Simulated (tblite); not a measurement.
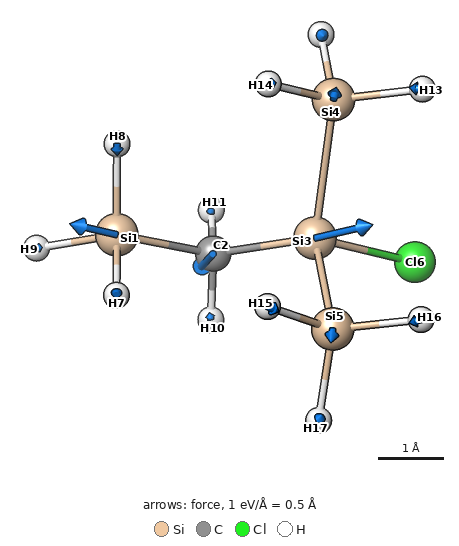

Starting geometry of CH11ClSi4 with the computed forces as blue arrows. Style: ball-and-stick. Shown at a tilt.

Level of theory: GFN2-xTB geometry optimisation, gas phase (tblite). 

Q: What follows when this structure is relaxed?

A: It isn't relaxed: the largest force vector, on a Si atom, is 2.16 eV/Å. The final displacements have little in common with the starting forces (cosine between the two patterns 0.20). Over 59 geometry steps the energy falls by 0.295 eV. An H atom moves most after the best rigid fit: 0.33 Å. By element the largest moves are H 0.33 Å, Si 0.20 Å, C 0.10 Å, Cl 0.10 Å. Near-neighbour distances that change, for instance: C–Si 1.828 → 1.921 Å, C–Si 1.842 → 1.899 Å, Si–Si 2.305 → 2.334 Å, H–Si 1.489 → 1.465 Å. Among the angles between lasting bonds that change: Si–Si–Si 104.4° → 119.0°, Si–Si–H 109.2° → 115.1°, Si–Si–H 109.9° → 115.0°.
